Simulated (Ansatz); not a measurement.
# What KSrBr3 (built on the sites of a database entry of CsPbBr3) distorts into, part 3 of 3

Aim: this structure of KSrBr3 (built on the sites of a database entry of CsPbBr3) is to be tested for unstable modes, and one is followed downhill.

Ansatz 0.2.0; DFT PBEsol, scalar-relativistic, plane waves, PseudoDojo norm-conserving pseudopotentials.

So far. Step 5 (Energy along the mode, all amplitudes (two of the runs …): The lowest of the steps tried is the last one, at 0.6 Å, 15.8 meV/atom below the parent; the bottom of the well need not coincide with a step. Step 7 (The new phase in its own primitive cell): The largest force component left is 0.67 meV/Å and the pressure is 0.000 GPa, within the tolerances set. The cell now holds 41.55 Å³/atom. The relaxed cell has a, b, c = 5.882, 8.179, 8.637 Å (conventional setting).

The structure was built from a prototype and need not be the compound's stable phase.

### Step 8. Modes of the new phase

A relaxed structure may still be a saddle point, so its zone-centre modes are computed. The response to a homogeneous field gives the Born charges and the dielectric tensor.

input.yaml reads:

```yaml
crystal:
  lattice:
    - [5.8820727769, 0.0, 0.0]
    - [0.0, 4.0896276264, 4.3186209416]
    - [0.0, -4.0896276264, 4.3186209416]
  atoms:
    - { symbol: K, position: [0.0, 0.8850966548, 0.8850966548] }
    - { symbol: Sr, position: [0.5, 0.5043131391, 0.5043131391] }
    - { symbol: Br, position: [0.0, 0.5112138421, 0.5112138421] }
    - { symbol: Br, position: [0.5, 0.0065231867, 0.5561907418] }
    - { symbol: Br, position: [0.5, 0.5561907418, 0.0065231867] }
kpoints:
  mp_grid: { grid: [4, 4, 4] }
hamiltonian:
  xc: pbesol
  pseudopotentials: { kind: nc, accuracy: standard }
scf:
  occupations: { method: fixed }
output:
  eigenvalues: true
phonons:
  method: dfpt
  dielectric: true
  rigid_motions: translations
```

Launch:

```
$ ansatz run input.yaml --threads 8 --pin off --max-ram 14336MiB --backend cpu --events-out ev --progress --plain --runs-dir out
```

Numbers of over 12 decimals in the logs are rounded to 6 here.

What it wrote:

```text
[...]
Crystal: 5 atoms, lattice volume = 207.773 Å³
Basis set: ecut = 1006.821291 eV, 15073 PW (Γ), exchange–correlation on 128×128×128 points (8 copies of the dense FFT grid, shifted against one another)
Bands: 25, of which v1, the nominal top of the filled ones, is band 20 counted from 1 (19 counted from 0)
Symmetry: 4 space group operations
k-points: 36 of 64 (irreducible under 1 space group operation, time reversal used)
[...]
SCF iter   1: F=—  HF=-3041.245247 eV  |F-HF|=—  |Δ(HF+E_count)|=         —  Δρ=3.22e-2  dr2=4.30e0  ethr=3.10e-3  ⟨swp⟩=9.6  Hψ=5544  notcnv=0  defer=94
[...]
SCF iter  11: F=-3039.368608 eV  HF=-3039.368608 eV  |F-HF|=1.08e-10  |Δ(HF+E_count)|=   1.28e-9  Δρ=1.49e-7  dr2=5.60e-11  ethr=1.00e-12  ⟨swp⟩=26.7  Hψ=11426  notcnv=0
SCF 1 converged in 11 iterations: F = -3039.368608 eV  dr2 = 5.60e-11
NSCF: frozen V_eff on 2 k-points
DFPT response loops at Γ: preconditioner auto → none (the input reference at scf.mixing.eps_inf says where Resta's filter doesn't serve); β = 0.50; Broyden in place of MSR1
── the response to a field inside a basis, on 4×4×4 k-points: an SCF that follows is theirs, and a resumed run solves both again ──
Bands: 21, of which v1, the nominal top of the filled ones, is band 20 counted from 1 (19 counted from 0)
k-points: 12 of 64 (time reversal used)
[...]
Eigensolver: Dense (12 Hₖ)
SCF iter   1: F=—  HF=-3039.357305 eV  |F-HF|=—  |Δ(HF+E_count)|=         —  Δρ=9.08e-5  dr2=3.14e-6  ethr=1.00e-1
[...]
SCF iter   3: F=-3039.357313 eV  HF=-3039.357313 eV  |F-HF|=1.03e-8  |Δ(HF+E_count)|=   2.51e-6  Δρ=1.60e-6  dr2=5.13e-9  ethr=2.22e-9
SCF 1 converged in 3 iterations: F = -3039.357313 eV  dr2 = 5.13e-9
[...]
SCF converged after 11 iterations
Free energy (F): -3039.368608 eV
[...]
Internal energy: -3039.368608 eV  (E = F + TS)
E sigma→0 (E₀):  -3039.368608 eV
Fermi energy:    0.977243 eV
[...]
--- Band table (eV; the first three rows and the last of 36) ---
  k-point 0: bands = [... 16 lower, 0.3809, 0.4531, 0.5048, 0.7852, 4.8705, 5.9096, 6.0756, 6.3593, ... 1 higher]
  k-point 1: bands = [... 16 lower, 0.2171, 0.3844, 0.4620, 0.6489, 5.4091, 5.9799, 6.5163, 6.6407, ... 1 higher]
  k-point 2: bands = [... 16 lower, 0.0559, 0.3649, 0.4468, 0.5840, 6.0321, 6.3619, 6.6012, 7.1141, ... 1 higher]
  k-point 35: bands = [... 16 lower, -0.3787, 0.6525, 0.7822, 0.9623, 6.3692, 7.4468, 7.5252, 7.5351, ... 1 higher]
--- Phonons (Γ-DFPT): 12 representative perturbations + reference, on 36 of 64 k-points (Σ response iterations 45) ---
  k mesh reduced under 1 symmetry operation, with k and −k counted as one. Each operation leaves every solved perturbation unchanged. A smaller set is not considered because the run solves the response to a homogeneous field
  ASR residual: 1.356e-4 → 0.000e0 eV/Å²; symmetrization residual: 6.961e-6 eV/Å²
  ASR residual per site (eV/Å²): 1.36e-4 1.89e-5 7.15e-5 3.46e-5 3.46e-5
[...]
ε∞ (high-frequency dielectric tensor):
        2.672669     0.000000     0.000000
        0.000000     2.637236     0.000000
        0.000000     0.000000     2.605209
  softest optical mode at Γ: -30.75 cm⁻¹; the repairs (sum rule, projections) moved no ω² at Γ by more than (1.30 cm⁻¹)²
  Born effective charges Z* (e; rows j = field, columns β = displacement):
    site 0:
         1.33746    0.00000    0.00000
         0.00000    1.17236    0.00000
         0.00000    0.00000    1.08343
    site 1:
         2.42772    0.00000    0.00000
         0.00000    2.35157    0.00000
         0.00000    0.00000    2.46845
    site 2:
        -1.97219    0.00000    0.00000
         0.00000   -0.77438    0.00000
         0.00000    0.00000   -0.83538
    site 3:
        -0.89650    0.00000    0.00000
         0.00000   -1.37477   -0.62811
         0.00000   -0.58372   -1.35825
    site 4:
        -0.89650    0.00000   -0.00000
        -0.00000   -1.37477    0.62811
         0.00000    0.58372   -1.35825
  Z* charge neutrality: 1.635e-2 e pre-enforcement
  solved inside a basis spanned on kpoints, on 4×4×4 k-points, its susceptibility summed on 8×8×8: ε∞ is read to err by 7.8e-3, Z* by 2.1e-2 e (field_mesh: kpoints solves on kpoints); Z* is corrected for what the basis lacks
  optical modes at Γ without the LO–TO term, one row a degenerate level:
      ω (cm⁻¹)  modes    IR ((D/Å)²/amu)
        -30.75      1             0.7055
         23.43      1             0.0000
         28.55      1             0.5676
         34.78      1             1.6722
         41.74      1             0.0244
         51.63      1             0.0175
         60.21      1             0.0205
         65.81      1             0.4703
         97.48      1             0.9437
        155.88      1             2.4689
        162.93      1             2.3223
        178.57      1             2.5018
  optical modes at Γ + LO–TO along q̂ = [1.0000, 0.0000, 0.0000]:
      ω (cm⁻¹)  modes    IR ((D/Å)²/amu)
        -30.75      1             0.7055
         23.43      1             0.0000
         28.55      1             0.5676
         41.74      1             0.0244
         51.63      1             0.0175
         59.73      1             0.0102
         65.81      1             0.4703
         77.51      1             0.8479
         97.48      1             0.9437
        155.88      1             2.4689
[...]
optical modes at Γ + LO–TO along q̂ = [0.0000, 1.0000, 0.0000]:
      ω (cm⁻¹)  modes    IR ((D/Å)²/amu)
[...]
optical modes at Γ + LO–TO along q̂ = [0.0000, 0.0000, 1.0000]:
      ω (cm⁻¹)  modes    IR ((D/Å)²/amu)
        -30.75      1             0.7055
         23.43      1             0.0000
         28.55      1             0.5676
         34.78      1             1.6722
         42.18      1             0.0036
         51.63      1             0.0175
         60.21      1             0.0205
         71.78      1             0.0855
        110.34      1             0.4259
        155.88      1             2.4689
        178.57      1             2.5018
        194.50      1             3.2455
```

Wall time 4.7 min (8 threads of Arm Neoverse N1, shared host); peak memory 4 GiB; 36 min of CPU time.

This step gave:

```
sum-rule residual before enforcement                    : 1.36e-4 eV/Å²
miss of the charge sum rule                             : 0.01635 e
estimated error of the dielectric tensor                : 0.007844
estimated error of the Born charges                     : 0.02086 e
point group                                             : mm2
highest optical mode at the zone centre (no LO-TO term) : 178.6 cm⁻¹
lowest optical zone-centre mode                         : -30.75 cm⁻¹
mean high-frequency dielectric constant                 : 2.638
largest Born charge (third of the trace)                : 2.416 e
top of the zone-centre spectrum with the field          : 208.0 cm⁻¹
```

Without the LO-TO term. Patterns of degenerate modes are one choice out of their space. The modes at Γ (shares of kinetic energy by element, %) (negative means imaginary):

| mode | frequency (cm⁻¹) | symmetry | K % | Sr % | Br % |
| --- | --- | --- | --- | --- | --- |
| 1 | -30.8 | B2 | 40 | 0 | 60 |
| 2 | 0.0 | acoustic | 11 | 24 | 65 |
| 3 | 0.0 | acoustic | 11 | 24 | 65 |
| 4 | 0.0 | acoustic | 11 | 24 | 65 |
| 5 | 23.4 | A2 | 0 | 0 | 100 |
| 6 | 28.6 | B2 | 31 | 1 | 68 |
| 7 | 34.8 | B1 | 72 | 1 | 27 |
| 8 | 41.7 | A1 | 12 | 3 | 85 |
| 9 | 51.6 | B2 | 19 | 33 | 48 |
| 10 | 60.2 | B1 | 18 | 32 | 51 |
| 11 | 65.8 | A1 | 1 | 34 | 65 |
| 12 | 97.5 | A1 | 77 | 0 | 23 |
| 13 | 155.9 | B2 | 0 | 42 | 58 |
| 14 | 162.9 | A1 | 0 | 38 | 62 |
| 15 | 178.6 | B1 | 0 | 44 | 56 |

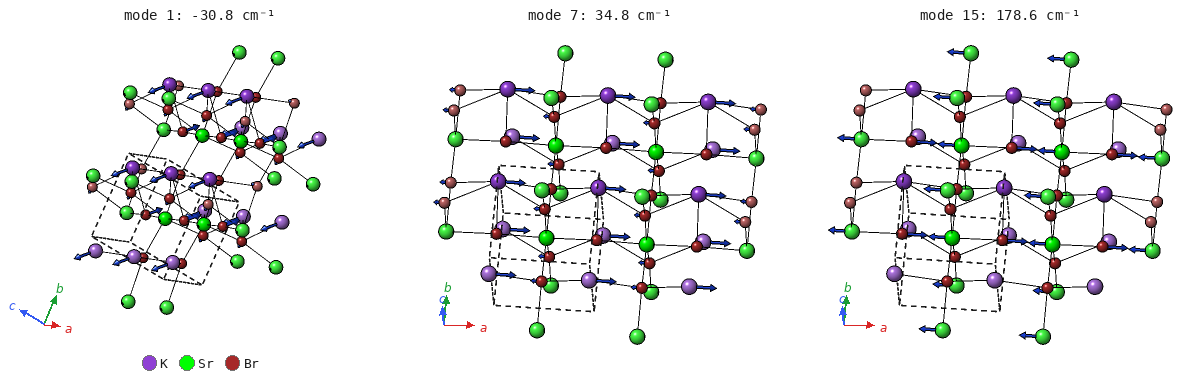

Displacement patterns of modes 1, 7 and 15 at Γ; arrows are exaggerated. 2×2×1 cells are drawn. Some periodic images of atoms are drawn too.

Optical modes at the zone centre, without and with the macroscopic field of the longitudinal modes; each column is sorted by frequency, so a row need not hold one and the same mode. Modes with and without the field, by row:

| rank among optical modes | no field (cm⁻¹) | q along (1, 0, 0) (cm⁻¹) | q along (0, 1, 0) (cm⁻¹) | q along (0, 0, 1) (cm⁻¹) |
| --- | --- | --- | --- | --- |
| 1 | -30.8 | -30.8 | -13.7 | -30.8 |
| 2 | 23.4 | 23.4 | 23.4 | 23.4 |
| 3 | 28.6 | 28.6 | 34.8 | 28.6 |
| 4 | 34.8 | 41.7 | 41.7 | 34.8 |
| 5 | 41.7 | 51.6 | 50.5 | 42.2 |
| 6 | 51.6 | 59.7 | 60.1 | 51.6 |
| 7 | 60.2 | 65.8 | 60.2 | 60.2 |
| 8 | 65.8 | 77.5 | 65.8 | 71.8 |
| 9 | 97.5 | 97.5 | 97.5 | 110.3 |
| 10 | 155.9 | 155.9 | 162.9 | 155.9 |
| 11 | 162.9 | 162.9 | 178.6 | 178.6 |
| 12 | 178.6 | 208 | 188.4 | 194.5 |

Born charge (rows field, columns displacement) (e), principal values of the symmetric part by kind of site:

| atom | atoms with these values | low | middle | high | mean |
| --- | --- | --- | --- | --- | --- |
| K1 | 1 | 1.08 | 1.17 | 1.34 | 1.20 |
| Sr2 | 1 | 2.35 | 2.43 | 2.47 | 2.42 |
| Br3 | 1 | -1.97 | -0.84 | -0.77 | -1.19 |
| Br4 | 2 | -1.97 | -0.90 | -0.76 | -1.21 |

In full for Br3:

```
-1.97  0.00  0.00
 0.00 -0.77  0.00
 0.00  0.00 -0.84
```

High-frequency dielectric tensor:

```
2.67 0.00 0.00
0.00 2.64 0.00
0.00 0.00 2.61
```

Transverse modes; imaginary modes are left out. Lines of the infrared spectrum (strongest = 100):

| position (cm⁻¹) | label | relative intensity |
| --- | --- | --- |
| 23 | A2 | 0.0 |
| 28 | B2 | 23 |
| 35 | B1 | 67 |
| 42 | A1 | 1.0 |
| 52 | B2 | 0.7 |
| 60 | B1 | 0.8 |
| 66 | A1 | 19 |
| 98 | A1 | 38 |
| 156 | B2 | 99 |
| 163 | A1 | 93 |
| 179 | B1 | 100 |

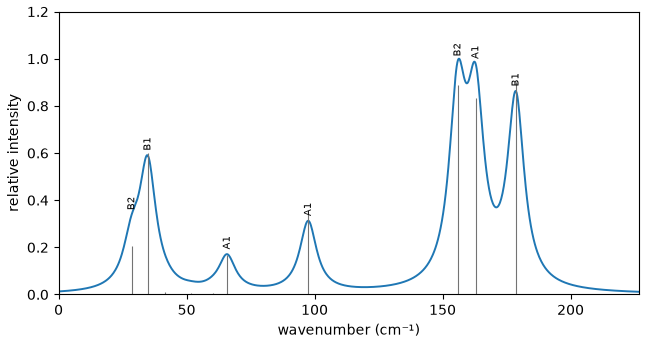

The infrared spectrum, broadened with Lorentzians of width 8 cm⁻¹; bars mark the lines.

Before it was imposed, the acoustic sum rule was missed by 1.4e-4 eV/Å² and the charge sum rule by 0.016 e. Small misses are needed for a sound result but don't prove that mesh and cutoff are converged. The lowest optical mode is imaginary, 30.8i cm⁻¹, so the energy falls along it.

### Step 9. Results

```yaml
unstable_mode_of_the_parent: q = (0, 0, 0), 56i cm⁻¹
depth_at_the_lowest_point_sampled: 15.8 meV/atom
largest_atomic_shift_at_that_point: 0.6 Å
space_group_reached_within_0p01_a: Amm2
energy_gained_over_the_parent_first_relaxation_on_the_mesh_of_the_frozen_mode: 27.6 meV/atom
volume_per_atom_phase_reached: 41.6 Å³
gap_on_the_k_mesh_phase_reached: 3.89 eV
lowest_optical_zone_centre_mode_phase_reached: -30.8 cm⁻¹
highest_optical_mode_at_the_zone_centre_no_lo_to_term_phase_reached: 179 cm⁻¹
```

Along this mode the structure falls into Amm2, 27.6 meV/atom below the parent. At the parent's cell the well is 15.76 meV/atom deep on the steps tried, with its lowest point at a shift of 0.6 Å. That is the last step tried, so the steps alone don't bracket the bottom of the well. Relaxing atoms and cell changes the gain by +11.83 meV/atom against the lowest step (energies at zero smearing). The new phase still has an imaginary mode at the zone centre of its cell, so it is a saddle point on the way to a lower structure. Of the 6 patterns followed to their end from this parent, this one ends 49.4 meV/atom above the lowest, Imma. Each path keeps the symmetry of its pattern, so a lower phase may lie along a pattern not tried. The starting cell was built on a prototype and not taken from a measurement, so the phase need not exist.

[Logs are printed without paths, hosts, clocks, repeated set-up lines and the standing remarks that a program may print on its own settings, such as how far it seeks lower states.]

[Hosts, paths, dates, database ids (printed as entryN), source tags and the programs' standing remarks are cut or masked in the printed files.]
